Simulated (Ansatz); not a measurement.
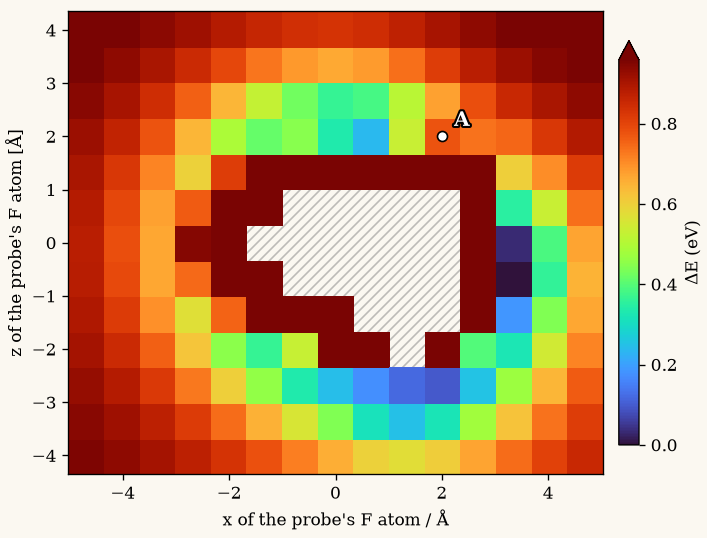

BH₂OP (SMILES B1OP1) with the probe F-. The probe is moved over the plane through the molecule's long axis and the normal of its main plane. Coordinates scanned: (1) x of the probe's F atom; (2) z of the probe's F atom. Nothing is relaxed (molecule and probe rigid). The scan uses a 15 × 13 grid. At 20 points there is no value (left out of the scan, as a rule where atoms come close). All energies are given in eV relative to the lowest grid point. Energies and slopes of some neighbouring points disagree (a jump in structure or state, or too coarse a mesh). These are results of Ansatz, RKS PBE0-D4/def2-SVPD, not measurements.

Drawn: one coloured cell a grid point, one colour for all values above the top of the scale, hatched blanks where no value was computed, the point A.

**Which way does the force act at A, and how strong is it?**

A, at x of the probe's F atom = 2.01 Å, z of the probe's F atom = 2.01 Å, is not a stationary point. The computed force is 0.85 eV/Å in the plane, pointing up in the picture (components −0.06 and 0.85 eV/Å).
